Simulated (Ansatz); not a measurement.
## Fields on a plane of Li2O (anti-fluorite)

```
CELL_PARAMETERS angstrom
      0.00000     2.31309     2.31309
      2.31309     0.00000     2.31309
      2.31309     2.31309     0.00000
ATOMIC_POSITIONS crystal
  Li 0.75000 0.75000 0.75000
  Li 0.25000 0.25000 0.25000
  O  0.00000 0.00000 0.00000
```

The slice is a {100} plane (indices of the conventional cell) through the point (0.000, 0.000, 0.000) (fractional), spanned by u = [100] and v = [0 1 -1] in vectors of this cell: u (3.27 Å) and v (3.27 Å, at 90° to u). It covers one period; positions are fractions (u, v).

Atoms on it: O at (0.00, 0.00).

These are PBE (plane waves to 420 eV, PAW, scalar-relativistic; Ansatz, an electronic-structure program) values and carry that method's errors. k mesh 12×12×12. Near the nuclei the fields are pseudised (PAW); where an atom keeps semicore shells as valence, they peak there. Li2O was relaxed with its symmetry unable to fall.

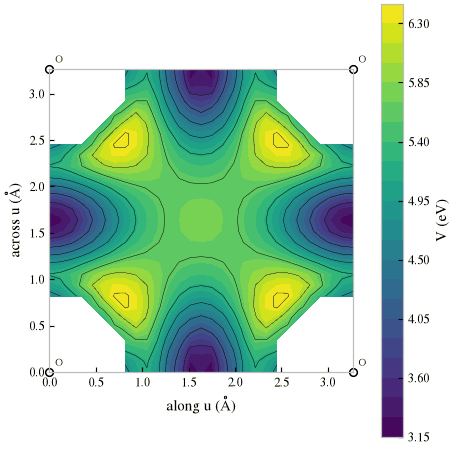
Figure: Electrostatic potential energy of an electron, from the cell's mean, in eV, one period of the plane, atoms marked. Points within 0.8 Å of a nucleus are left white, as the pseudised field means little there. The zero, the cell's mean, hangs on the PAW cores.

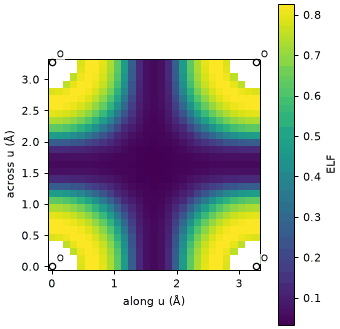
Figure: Electron localisation function (ELF), one period of the plane, atoms marked. Points within 0.4 Å of a nucleus are left white, as the pseudised field means little there.
